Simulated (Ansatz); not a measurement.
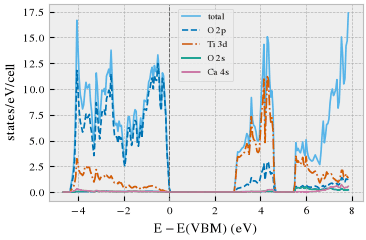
Figure. Total and projected density of states of CaTiO$_{3}$ in space group R3c (No. 161; Ca on 6a, Ti on 6a, O on 18b), DFT-PBEsol in the program Ansatz with PAW potentials

Which orbitals carry the states next to the gap?

Top 1 eV of the valence band: O 2p 93 %. Bottom 1 eV of the conduction band: Ti 3d 82 %, O 2p 14 %. Projections are on Löwdin-orthogonalised atomic valence shells; empty p or d shells of many metals are not among them.

Where is the tallest occupied peak in this window, and what makes it?

Near -4.0 eV, about 17 states/eV per cell; the largest projected share is O 2p.

The start of the workflow was typed in or built on a structure type; neither database checked (COD, Materials Project) lists it. COD files the formula under space group No. 11, 62, 65, 140, 221, so this cell is another polymorph or a model. Whether it is the stable phase at ambient conditions was not checked. The PBEsol relaxation kept the symmetry of its start; phonons on a q-mesh show no instability. The workflow began spin-polarised and lost its moments.

Potentials: the later of the program's two PAW sets.
